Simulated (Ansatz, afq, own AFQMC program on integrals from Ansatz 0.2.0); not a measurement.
**WO (septet): quantum Monte Carlo beside coupled cluster, def2-TZVP**

How near does AFQMC come to the top of the ladder for WO (septet)?

Method: def2-TZVP, frozen cores; program: Ansatz 0.2.0, Gaussian basis, and an in-house AFQMC program (afq) on its integrals; all values are calculated.

To be run: PBE (unrestricted); r2SCAN (unrestricted); PBE0 (unrestricted); B3LYP (unrestricted); wB97M-V (unrestricted); B2PLYP (unrestricted); CCSD(T) on UHF; CCSDT(Q) on UHF; Phaseless AFQMC, CISD trial on UHF.

3 further runs of the same task are left out: 3 that didn't finish.

## 1. The geometry

The geometry is a PBE0/def2-TZVP stationary point (not a proven minimum) of the parent state, kept for this charge and spin. No spin-orbit coupling is included. Elements past krypton take def2 core potentials.

2 atoms, charge 0, spin multiplicity 7.

Atoms are counted from 1 here; the program's logs count them from 0.

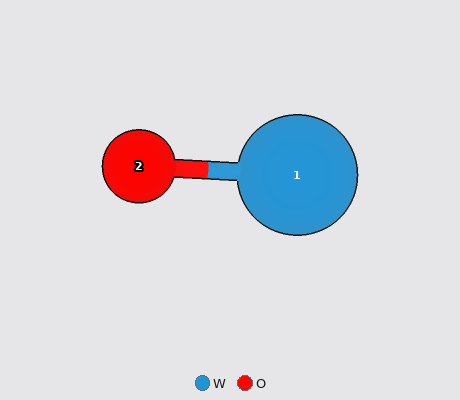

The structure; tungsten blue, oxygen red; atoms are numbered from 1 in the order of the file.

## 2. PBE (unrestricted)

File in.yaml:

```yaml
crystal:
  periodic: [false, false, false]
  atoms:
    - {symbol: W, position_ang: [0.000000, 0.000000, 0.000000]}
    - {symbol: O, position_ang: [0.000000, 0.000000, 1.703200]}
basis:
  gaussian: {orbitals: def2-TZVP}
magnetization: {spin_polarized: true, initial_magnetization: 6}
hamiltonian: {xc: {name: PBE}}
output: {orbitals: {seedname: orbitals}}
```

Started as:

```bash
ansatz run in.yaml --threads 1 --pin off --events-out ev --progress --plain --max-ram 8192MiB --backend cpu
```

Log:

```text
Functional definition: PBE
  name "PBE"
  cite "Perdew, Burke & Ernzerhof, Phys. Rev. Lett. 77, 3865 (1996) doi:10.1103/PhysRevLett.77.3865"
  parent pbe
  parameter kappa = 0.804
  parameter beta = 0.06672455060314922
  exchange = pbe_x(kappa = kappa, mu = beta*pi^2/3)
  correlation = pbe_c(beta = beta)
475 factors; their error is unknown
mean field evaluation 1: about -3861.9991 eV, gradient 2.8e1 eV
mean field evaluation 2: about -3846.3086 eV, gradient 6.5e1 eV
mean field evaluation 4: about -3865.2402 eV, gradient 6.6e0 eV
mean field evaluation 8: about -3865.4330 eV, gradient 1.1e-1 eV
mean field evaluation 16: about -3865.1753 eV, gradient 8.3e0 eV
mean field evaluation 32: about -3864.9219 eV, gradient 1.1e-2 eV
mean field evaluation 64: about -3864.1251 eV, gradient 1.1e0 eV
mean field -3865.43306229 eV, -142.0520449544 hartree, gradient 2.3e-5 eV, S^2 12.003806; 10 other end points of the search recorded, 0 dependent functions left out
reference -3865.43310219 eV, -142.0520464208 hartree; 14, 8 occupied and 57, 63 virtual orbitals, 475 factors
Total energy: -3865.43310219 eV, -142.0520464208 hartree
```

Run time: 8 s. Hardware: 1 thread of AMD EPYC 7R13 (Zen 3), shared host; peak memory 1.6 GiB.

From the report: ⟨S²⟩ of the determinant 12.004 (pure septet: 12.00).

## 3. r2SCAN (unrestricted)

in.yaml, as its differences from that of step 2:

```diff
@@ -8,3 +8,2 @@
 magnetization: {spin_polarized: true, initial_magnetization: 6}
-hamiltonian: {xc: {name: PBE}}
-output: {orbitals: {seedname: orbitals}}
+hamiltonian: {xc: {name: r2SCAN}}
```

The command is unchanged.

Log:

```text
Functional definition: r2SCAN
  name "r2SCAN"
  cite "Furness, Kaplan, Ning, Perdew & Sun, J. Phys. Chem. Lett. 11, 8208 (2020) doi:10.1021/acs.jpclett.0c02405"
  cite "Furness, Kaplan, Ning, Perdew & Sun, J. Phys. Chem. Lett. 11, 9248 (2020) doi:10.1021/acs.jpclett.0c03077"
  parent r2scan
  parameter k0 = 0.174
  parameter k1 = 0.065
  parameter a1 = 4.9479
  exchange = r2scan_x(k0 = k0, k1 = k1, a1 = a1)
  correlation = r2scan_c
475 factors; their error is unknown
mean field evaluation 1: about -3864.0927 eV, gradient 2.5e1 eV
mean field evaluation 2: about -3858.2401 eV, gradient 4.4e1 eV
mean field evaluation 4: about -3866.8889 eV, gradient 4.5e0 eV
mean field evaluation 8: about -3866.9836 eV, gradient 1.4e-1 eV
mean field evaluation 16: about -3866.9836 eV, gradient 7.7e-5 eV
mean field evaluation 32: about -3866.8284 eV, gradient 6.5e-1 eV
mean field -3866.98361472 eV, -142.1090267053 hartree, gradient 9.4e-6 eV, S^2 12.007090; 3 other end points of the search recorded, 0 dependent functions left out
reference -3866.98363082 eV, -142.1090272969 hartree; 14, 8 occupied and 57, 63 virtual orbitals, 475 factors
Total energy: -3866.98363082 eV, -142.1090272969 hartree
```

It took 11 s on 1 thread of AMD EPYC 7R13 (Zen 3), shared host; peak memory 1.6 GiB.

From the report: ⟨S²⟩ of the determinant 12.007 (pure septet: 12.00).

## 4. PBE0 (unrestricted)

in.yaml, as its differences from that of step 3:

```diff
@@ -8,2 +8,3 @@
 magnetization: {spin_polarized: true, initial_magnetization: 6}
-hamiltonian: {xc: {name: r2SCAN}}
+hamiltonian: {xc: {name: PBE0}}
+output: {orbitals: {seedname: orbitals}}
```

Launched as before.

Log:

```text
Functional definition: PBE0
  name "PBE0"
  cite "Adamo & Barone, J. Chem. Phys. 110, 6158 (1999) doi:10.1063/1.478522"
  cite "Perdew, Burke & Ernzerhof, Phys. Rev. Lett. 77, 3865 (1996) doi:10.1103/PhysRevLett.77.3865"
  parent pbe
  parameter a = 0.25
  parameter kappa = 0.804
  parameter beta = 0.06672455060314922
  exchange = (1 - a)*pbe_x(kappa = kappa, mu = beta*pi^2/3) + a*exact_x
  correlation = pbe_c(beta = beta)
551 factors; their error is unknown
mean field evaluation 1: about -3862.1171 eV, gradient 2.2e1 eV
mean field evaluation 2: about -3860.9240 eV, gradient 2.9e1 eV
mean field evaluation 4: about -3864.3438 eV, gradient 2.1e0 eV
mean field evaluation 8: about -3864.3894 eV, gradient 1.0e-1 eV
mean field evaluation 16: about -3864.3895 eV, gradient 2.8e-5 eV
mean field -3864.38945235 eV, -142.0136929966 hartree, gradient 1.7e-5 eV, S^2 12.004903; 2 other end points of the search recorded, 0 dependent functions left out
reference -3864.38948227 eV, -142.0136940962 hartree; 14, 8 occupied and 57, 63 virtual orbitals, 551 factors
Total energy: -3864.38948227 eV, -142.0136940962 hartree
```

It took 4 s on 1 thread of AMD EPYC 7R13 (Zen 3), shared host; peak memory 1.6 GiB.

From the report: ⟨S²⟩ of the determinant 12.005 (pure septet: 12.00).

## 5. B3LYP (unrestricted)

in.yaml, as its differences from that of step 4:

```diff
@@ -8,3 +8,2 @@
 magnetization: {spin_polarized: true, initial_magnetization: 6}
-hamiltonian: {xc: {name: PBE0}}
-output: {orbitals: {seedname: orbitals}}
+hamiltonian: {xc: {name: B3LYP}}
```

Launched as before.

Log, cut to the lines that bear on the results:

```text
Functional definition: B3LYP
  name "B3LYP"
  cite "Stephens, Devlin, Chabalowski & Frisch, J. Phys. Chem. 98, 11623 (1994) doi:10.1021/j100096a001"
  cite "Becke, Phys. Rev. A 38, 3098 (1988) doi:10.1103/PhysRevA.38.3098"
  cite "Lee, Yang & Parr, Phys. Rev. B 37, 785 (1988) doi:10.1103/PhysRevB.37.785"
  cite "Vosko, Wilk & Nusair, Can. J. Phys. 58, 1200 (1980) doi:10.1139/p80-159"
[...]
544 factors; their error is unknown
[...]
mean field -3867.03356718 eV, -142.1108624243 hartree, gradient 2.4e-5 eV, S^2 12.003408; 2 other end points of the search recorded, 0 dependent functions left out
reference -3867.03375080 eV, -142.1108691723 hartree; 14, 8 occupied and 57, 63 virtual orbitals, 544 factors
Total energy: -3867.03375080 eV, -142.1108691723 hartree
```

Run time: 3.8 s. Hardware: 1 thread of AMD EPYC 7R13 (Zen 3), shared host; peak memory 1.6 GiB.

From the report: ⟨S²⟩ of the determinant 12.003 (pure septet: 12.00).

## 6. wB97M-V (unrestricted)

in.yaml, as its differences from that of step 5:

```diff
@@ -8,2 +8,3 @@
 magnetization: {spin_polarized: true, initial_magnetization: 6}
-hamiltonian: {xc: {name: B3LYP}}
+hamiltonian: {xc: {name: wB97M-V}}
+output: {orbitals: {seedname: orbitals}}
```

Launched as before.

Log, cut to the lines that bear on the results:

```text
Functional definition: wB97M-V
  name "wB97M-V"
  cite "Mardirossian & Head-Gordon, J. Chem. Phys. 144, 214110 (2016) doi:10.1063/1.4952647"
  cite "Becke, J. Chem. Phys. 107, 8554 (1997) doi:10.1063/1.475007"
  cite "Vydrov & Van Voorhis, J. Chem. Phys. 133, 244103 (2010) doi:10.1063/1.3521275"
  # Of w^i u^j: cxij and so on, Table III.
[...]
  gx(w, u) = 1 - cx + cx01*u + cx10*w
  gss(w, u) = css00 + css04*u^4 + css10*w + css20*w^2 + css43*w^4*u^3
  gos(w, u) = cos00 + cos10*w + (cos20 + cos21*u)*w^2 + (cos60 + cos61*u)*w^6
[...]
      + integral(e_c_pw_mod_opposite_spin*gos(b97_w_opposite, b97_u_opposite)) + vv10(b, c)
519 factors; their error is unknown
102 factors; integrals over basis functions are off by at most 2.6e-5 eV
[...]
mean field -3863.52570624 eV, -141.9819509127 hartree, gradient 1.3e-5 eV, S^2 12.004367; 2 other end points of the search recorded, 0 dependent functions left out
reference -3863.52574343 eV, -141.9819522792 hartree; 14, 8 occupied and 57, 63 virtual orbitals, 519 factors
Total energy: -3863.52574343 eV, -141.9819522792 hartree
```

It took 18 s on 1 thread of AMD EPYC 7R13 (Zen 3), shared host; peak memory 1.6 GiB.

From the report: ⟨S²⟩ of the determinant 12.004 (pure septet: 12.00).

## 7. B2PLYP (unrestricted)

in.yaml, as its differences from that of step 6:

```diff
@@ -8,3 +8,3 @@
 magnetization: {spin_polarized: true, initial_magnetization: 6}
-hamiltonian: {xc: {name: wB97M-V}}
-output: {orbitals: {seedname: orbitals}}
+hamiltonian: {xc: {name: B2PLYP}}
+correlation: {electrons: outside_noble_gas}
```

Launched as before.

Log, cut to the lines that bear on the results:

```text
Functional definition: B2PLYP
  name "B2PLYP"
  cite "Grimme, J. Chem. Phys. 124, 034108 (2006) doi:10.1063/1.2148954"
  cite "Becke, Phys. Rev. A 38, 3098 (1988) doi:10.1103/PhysRevA.38.3098"
  cite "Lee, Yang & Parr, Phys. Rev. B 37, 785 (1988) doi:10.1103/PhysRevB.37.785"
[...]
576 factors; integrals over basis functions are off by at most 1.3e-3 eV
[...]
mean field -3857.25265265 eV, -141.7514204451 hartree, gradient 3.4e-6 eV, S^2 12.005770; 4 other end points of the search recorded, 0 dependent functions left out
5 core orbitals not correlated: weight in the atoms' cores, before any rotation towards them, 0.974 or more for the frozen orbitals, at most 0.021 for the correlated occupied ones
reference -3857.25276831 eV, -141.7514246957 hartree; 9, 3 occupied and 57, 63 virtual orbitals, 576 factors
second order -8.86664376 eV of doubles, -0.00000000 eV of singles
Total energy: -3859.64676213 eV, -141.8394023457 hartree
```

It took 6 s on 1 thread of AMD EPYC 7R13 (Zen 3), shared host; peak memory 1.6 GiB.

From the report: ⟨S²⟩ of the determinant 12.006 (pure septet: 12.00).

## 8. CCSD(T) on UHF

in.yaml, as its differences from that of step 7:

```diff
@@ -8,3 +8,2 @@
 magnetization: {spin_polarized: true, initial_magnetization: 6}
-hamiltonian: {xc: {name: B2PLYP}}
-correlation: {electrons: outside_noble_gas}
+correlation: {method: ccsd_t, electrons: outside_noble_gas, hamiltonian_folder: ham}
```

Started as:

```bash
ansatz run in.yaml --threads 1 --pin off --events-out ev --progress --plain --max-ram 24576MiB --backend cuda --devices 0, --max-vram 18GiB
```

Log, cut to the lines that bear on the results:

```text
Functional definition: HF
  name "HF"
  cite "Fock, Z. Phys. 61, 126 (1930) doi:10.1007/BF01340294"
  parent pbe
[...]
576 factors; integrals over basis functions are off by at most 1.3e-3 eV
[...]
mean field -3841.25178732 eV, -141.1633994901 hartree, gradient 2.3e-6 eV, S^2 12.011072; 28 other end points of the search recorded, 0 dependent functions left out
determinant -3841.25178732 eV, -141.1633994901 hartree, with singles and doubles -3848.93356028 eV, -141.4456994395 hartree
determinant -3840.79763766 eV, -141.1467097980 hartree, with singles and doubles -3848.49430617 eV, -141.4295571486 hartree
determinant -3840.14362128 eV, -141.1226751391 hartree, with singles and doubles -3847.69717700 eV, -141.4002631920 hartree
determinant -3839.76864410 eV, -141.1088949822 hartree, with singles and doubles -3847.29978116 eV, -141.3856591642 hartree
[...]
determinant -3837.80763557 eV, -141.0368292479 hartree, with singles and doubles -3845.36820845 eV, -141.3146751763 hartree
determinant -3837.76808201 eV, -141.0353756813 hartree, with singles and doubles -3845.11856503 eV, -141.3055009497 hartree
determinant -3841.25178732 eV, -141.1633994901 hartree, with singles and doubles -3848.93005840 eV, -141.4455707477 hartree
determinant -3840.79763766 eV, -141.1467097980 hartree, with singles and doubles -3848.49144376 eV, -141.4294519571 hartree
5 core orbitals not correlated: weight in the atoms' cores, before any rotation towards them, 0.965 or more for the frozen orbitals, at most 0.029 for the correlated occupied ones
reference -3841.25178732 eV, -141.1633994901 hartree; 9, 3 occupied and 57, 63 virtual orbitals, 576 factors
second order -7.22928912 eV of doubles, -0.00000000 eV of singles
cycle   1  -7.67827080 eV  change    2.7e-7 eV  update   2.2e-6
perturbative correction -0.25073907 eV, -0.0092144908 hartree
Total energy: -3849.18079719 eV, -141.4547852285 hartree
```

Wall time 79 s (1 × NVIDIA H100 80GB HBM3 with 1 thread of AMD EPYC 7R13 (Zen 3), shared host); peak host memory 1.6 GiB.

From the report: ⟨S²⟩ of the determinant 12.011 (pure septet: 12.00); correlation -7.9290 eV; T1 0.019; largest double amplitude 0.04.

This run also writes the integrals to the folder ham.

## 9. CCSDT(Q) on UHF

in.yaml, as its differences from that of step 8:

```diff
@@ -8,2 +8,2 @@
 magnetization: {spin_polarized: true, initial_magnetization: 6}
-correlation: {method: ccsd_t, electrons: outside_noble_gas, hamiltonian_folder: ham}
+correlation: {method: ccsdt_q, electrons: outside_noble_gas}
```

The command is unchanged.

Log, cut to the lines that bear on the results:

```text
Functional definition: HF
  name "HF"
  cite "Fock, Z. Phys. 61, 126 (1930) doi:10.1007/BF01340294"
  parent pbe
[...]
981 factors; integrals over basis functions are off by at most 1.8e-7 eV
[...]
mean field -3841.25184465 eV, -141.1634015967 hartree, gradient 2.4e-6 eV, S^2 12.011072; 29 other end points of the search recorded, 0 dependent functions left out
determinant -3841.25184465 eV, -141.1634015967 hartree, with singles and doubles -3848.93361799 eV, -141.4457015601 hartree
determinant -3840.79769903 eV, -141.1467120532 hartree, with singles and doubles -3848.49436787 eV, -141.4295594159 hartree
determinant -3840.14367453 eV, -141.1226770962 hartree, with singles and doubles -3847.69723226 eV, -141.4002652229 hartree
determinant -3839.76870020 eV, -141.1088970437 hartree, with singles and doubles -3847.29983755 eV, -141.3856612366 hartree
[...]
determinant -3837.76813801 eV, -141.0353777394 hartree, with singles and doubles -3845.11862087 eV, -141.3055030020 hartree
determinant -3841.25184465 eV, -141.1634015967 hartree, with singles and doubles -3848.93011256 eV, -141.4455727380 hartree
determinant -3840.79769903 eV, -141.1467120532 hartree, with singles and doubles -3848.49150180 eV, -141.4294540899 hartree
5 core orbitals not correlated: weight in the atoms' cores, before any rotation towards them, 0.965 or more for the frozen orbitals, at most 0.029 for the correlated occupied ones
reference -3841.25184465 eV, -141.1634015967 hartree; 9, 3 occupied and 57, 63 virtual orbitals, 981 factors
second order -7.22929007 eV of doubles, -0.00000000 eV of singles
cycle   1  -7.43549428 eV  change   -2.1e-1 eV  update   8.5e-2
[...]
cycle  32  -7.95507129 eV  change   -8.8e-7 eV  update   1.4e-6
perturbative correction -0.01191356 eV, -0.0004378154 hartree
Total energy: -3849.21882950 eV, -141.4561828898 hartree
```

It took 91 s on 1 × NVIDIA H100 80GB HBM3 with 1 thread of AMD EPYC 7R13 (Zen 3), shared host; peak host memory 1.6 GiB.

From the report: ⟨S²⟩ of the determinant 12.011 (pure septet: 12.00); correlation -7.9670 eV; T1 0.019; largest double amplitude 0.06.

## 10. Phaseless AFQMC, CISD trial on UHF

It reads the integrals that the CCSD(T) run on this determinant wrote.

Started as:

```bash
afq ham --method phaseless --trial cisd --walkers 3600 --populations 20 --least-time 60 --time-step 0.005 --steps-per-block 50 --equilibration-blocks 40 --max-blocks 4000 --target-error 0.00021 --factor-cut 1e-05 --start spin_pure --seed 5893 --release-times 0.24,0.5,1,1.5 --release-step 0.02 --release-every 3 --taylor-order 6
```

Log:

```text
orbitals 66  electrons 9 3  factors 510 of 576
reference energy -141.16339949 Eh
CCSD correlation -0.28217148 Eh in 14 cycles, weight of the determinant in the CISD state 0.9068
energy of the start -141.445429 Eh
 block  time / (1/Eh)  mean weight  energy / Eh
     1     0.250  1.0003  -141.444675
     2     0.500  1.0003  -141.447628
     3     0.750  0.9996  -141.450222
     4     1.000  0.9999  -141.452103
     5     1.250  1.0001  -141.452971
     6     1.500  1.0001  -141.453653
     7     1.750  0.9997  -141.454687
     8     2.000  1.0000  -141.454466
     9     2.250  1.0000  -141.455234
    10     2.500  0.9998  -141.455138
    11     2.750  0.9997  -141.455191
    13     3.250  0.9994  -141.455548
    15     3.750  1.0001  -141.454427
    17     4.250  0.9998  -141.454498
    19     4.750  0.9999  -141.454577
    21     5.250  1.0001  -141.454056
    23     5.750  1.0000  -141.453679
    25     6.250  0.9998  -141.454213
    27     6.750  0.9998  -141.454307
    29     7.250  1.0004  -141.454185
    31     7.750  1.0000  -141.455373
    33     8.250  1.0004  -141.455783
    35     8.750  1.0000  -141.455957
    37     9.250  1.0000  -141.455437
    39     9.750  1.0007  -141.454751
    41    10.250  1.0001  -141.453669
    43    10.750  1.0000  -141.455178
    45    11.250  1.0001  -141.454683
    47    11.750  1.0004  -141.454485
    49    12.250  1.0000  -141.454531
    51    12.750  1.0001  -141.453709
    53    13.250  0.9997  -141.455223
    55    13.750  0.9998  -141.454561
    57    14.250  1.0001  -141.455865
    59    14.750  1.0002  -141.455125
    61    15.250  1.0003  -141.455835
    63    15.750  0.9997  -141.455856
    65    16.250  0.9998  -141.455480
    67    16.750  0.9997  -141.455508
    69    17.250  1.0004  -141.455021
    71    17.750  1.0007  -141.454054
    73    18.250  0.9995  -141.454530
    75    18.750  0.9995  -141.454079
    77    19.250  0.9998  -141.455721
    79    19.750  1.0001  -141.456505
    81    20.250  1.0001  -141.454484
    83    20.750  1.0004  -141.454343
    85    21.250  0.9999  -141.454113
    87    21.750  0.9998  -141.454117
    89    22.250  0.9992  -141.454479
error from the spread of 20 populations
released: time / (1/Eh)  energy / Eh  error  mean overlap
  0.24  -141.455279  0.000139  0.9985
  0.50  -141.455488  0.000200  0.9974
  1.00  -141.455526  0.000140  0.9976
  1.50  -141.455034  0.000437  1.0014
energy -141.454899 +/- 0.000172 Eh
```

Wall time 96 s (1 × NVIDIA H100 80GB HBM3 with 2 threads of AMD EPYC 7R13 (Zen 3), shared host); peak host memory 1.7 GiB.

Energy -3849.1839 ± 0.0047 eV. Caveats: constraint bias not in the error.

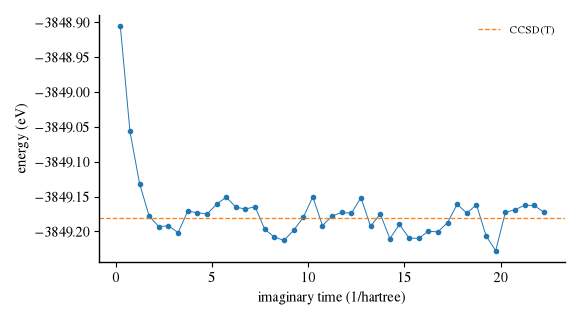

Block energies along the walk.

## 11. All levels side by side

On the UHF determinant, counted from CCSDT(Q) (a yardstick, not exact):

```tsv
level	energy (eV)	from CCSDT(Q) (meV)	statistical error (meV)	time
HF	-3841.2518	+7967.0		
MP2	-3848.4811	+737.8		
CCSD	-3848.9301	+288.8		
CCSD(T)	-3849.1808	+38.0		
CCSDT(Q)	-3849.2188	0.0		
Phaseless AFQMC, CISD trial, step 0.005, 3600 walkers	-3849.1839	+34.9	4.7	96 s
```

The functionals' totals stand on their own zeros and serve differences with other points: PBE -3865.433 eV; r2SCAN -3866.984 eV; PBE0 -3864.389 eV; B3LYP -3867.034 eV; wB97M-V -3863.526 eV; B2PLYP -3859.647 eV.

## 12. Outcome

```
                                        quantity            value
                    CCSD(T) on UHF from CCSDT(Q)        +38.0 meV
Phaseless AFQMC, CISD trial on UHF from CCSDT(Q)  +34.9 ± 4.7 meV
```

In words: On UHF the phaseless walk with the CISD trial lies +34.9 meV from CCSDT(Q), 7 times its error bar. Error bars are statistical and leave out the constraint, the time step and what remains of the start. W carries a core potential, and spin-orbit coupling is left out.
